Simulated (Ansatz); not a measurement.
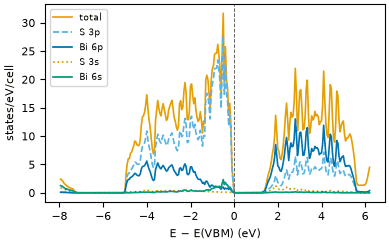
Figure: Total and projected density of states of Bi₂S₃ in space group Pnma (No. 62; Pearson symbol oP20), DFT-PBE+D3(BJ) in the program Ansatz with PAW potentials

Q: Which orbitals carry the states next to the gap?

A: Top 1 eV of the valence band: S 3p 88 %, Bi 6s 6 %. Bottom 1 eV of the conduction band: Bi 6p 63 %, S 3p 22 %, S 3s 9 %. Projections are on Löwdin-orthogonalised atomic valence shells; empty p or d shells of many metals are not among them.

Q: Where is the tallest occupied peak in this window, and what makes it?

A: Near -0.5 eV, about 32 states/eV per cell; the largest projected share is S 3p.

The PBE+D3(BJ) relaxation kept the symmetry of its start. Scalar-relativistic: spin–orbit coupling is off unless named, which matters more the heavier the elements.

Potentials: the later of the program's two PAW sets.
